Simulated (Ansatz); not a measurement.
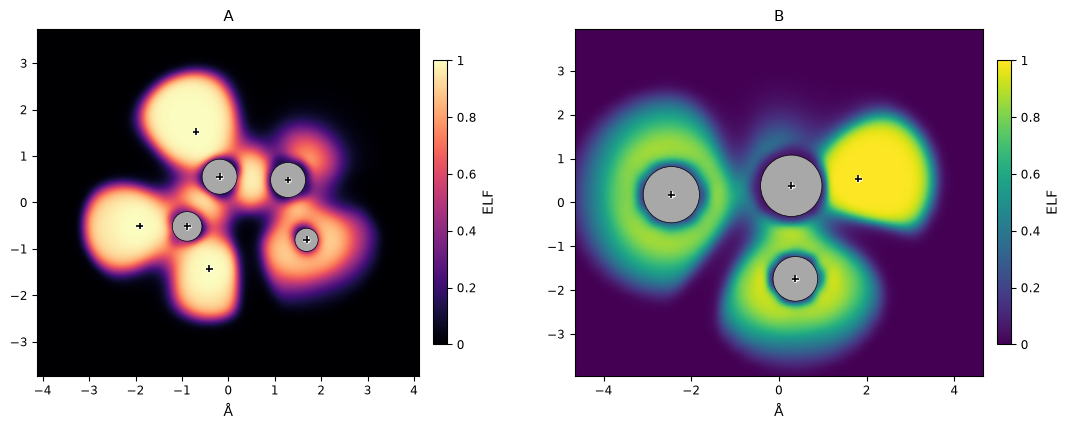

The ELF of 2 systems, each on a plane through atoms (crosses mark nuclei in the plane; grey discs cover the cores).

Computed with RKS PBE0/def2-SVP in Ansatz.

System 1: BrClH3Si (charge −1), the plane of atoms Cl3, Si2 and H4. 

```xyz
6

Br   -0.0502    0.1004   -2.4513
Si    0.0337   -0.1347    0.2793
Cl   -0.4347    1.9331    0.4074
H     0.0909   -0.3107    1.8087
H     1.4447   -0.5066   -0.0362
H    -1.0844   -1.0813   -0.0078
```

System 2: C2H5FN (SMILES N[CH+]CF) (charge +1), the plane of atoms C2, N1 and H6. 

```xyz
9

N    -0.2542    1.1728   -0.5379
C     0.3959    0.0767   -0.4339
C     0.0239   -0.9188    0.5906
F    -1.0277   -0.4697    1.3075
H    -1.0387    1.3521    0.0997
H    -0.0258    1.8855   -1.2335
H     1.2349   -0.1174   -1.1152
H     0.9040   -1.1050    1.2385
H    -0.2122   -1.8762    0.0841
```

Which map belongs to which system?

Panel A is system 2, C2H5FN: the plane holds N, C, F and H. C–N (1.28 Å): the ELF peaks at about 0.90 between the atoms (a covalent bond). Panel B is system 1, BrClH3Si: the plane holds Br, Si, Cl and H. Si–Cl (2.12 Å): the ELF peaks at about 0.90 between the atoms (a shared but strongly polarised pair).
